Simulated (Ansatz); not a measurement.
**AlCl2F···H2···HF: density, localisation and related maps**

Input

```
crystal:
  periodic: [false, false, false]
  atoms:
    - {symbol: Al, position_ang: [-0.840211, -0.606965, -0.270546]}
    - {symbol: H, position_ang: [-0.089068, 1.233067, -0.870401]}
    - {symbol: Cl, position_ang: [-0.003045, -1.816232, -1.725115]}
    - {symbol: Cl, position_ang: [-2.731229, 0.215662, -0.468956]}
    - {symbol: H, position_ang: [1.351843, 0.039155, 1.445736]}
    - {symbol: F, position_ang: [-0.205658, -0.713591, 1.261358]}
    - {symbol: H, position_ang: [0.521543, 1.039638, -0.453730]}
    - {symbol: F, position_ang: [1.995823, 0.609267, 1.081655]}
basis:
  gaussian: {orbitals: def2-TZVPP}
hamiltonian: {xc: pbe0, dispersion: d4}
output: {orbitals: {seedname: orbitals}}
```

Command:

```sh
ansatz run in.yaml --threads 4 --pin off --events-out ev --progress --plain --max-ram 9574MiB
```

The product side of a reaction path; geometry: PBE0-D4/def2-TZVP.

All numbers below come from RKS PBE0-D4/def2-TZVPP (Ansatz).

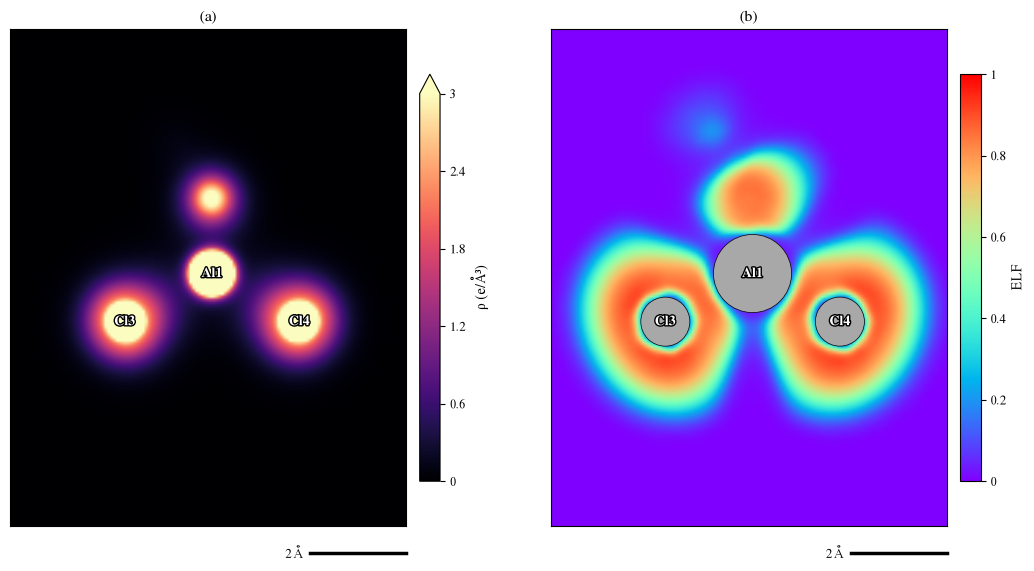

Figure 1. (a) electron density; (b) ELF on the plane of atoms Cl3, Al1 and Cl4. Grey discs cover the atomic cores in the ELF map.

### Read the bonding off the picture.

- Atoms in the plane: Al and Cl.
- Al–Cl (2.07 Å): ρ at the midpoint is about 0.78 e/Å³; the ELF peaks at about 0.85 in the valence shell of Cl, 0.9 Å from its nucleus, and is about 0.80 at the midpoint.
- The ELF also peaks beside Cl3 and Cl4, away from the bonds: lone-pair regions.

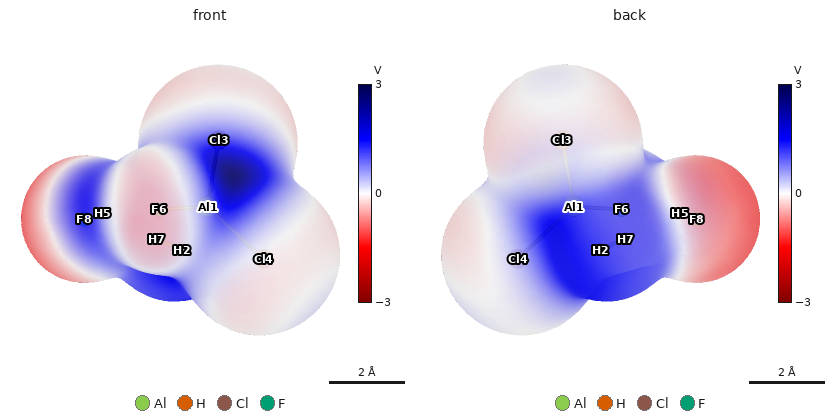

Figure 2. The molecular electrostatic potential painted on the density surface at 0.001 e/bohr³, seen from the front and from behind; red is negative and blue positive.

### Describe the electrostatic potential map.

The most negative region (about −0.9 V) lies over F8, the most positive (about +2.5 V) over Al1.

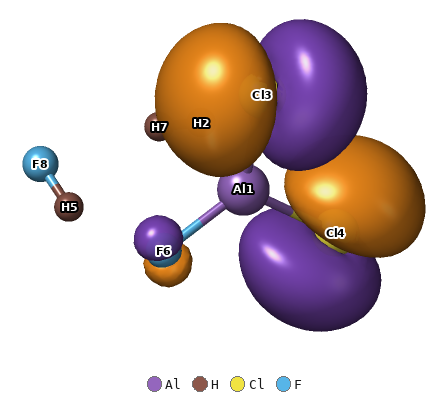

Figure 3. One frontier orbital at ±0.08 Å⁻³ᐟ² (orange and purple are the two phases), seen from one side.

### Which orbital is it: HOMO or LUMO?

The HOMO, at −9.61 eV. It lies mainly on Cl3 (about 50 %) and Cl4 (about 40 %); largely a combination of lone pairs on Cl3 and Cl4.
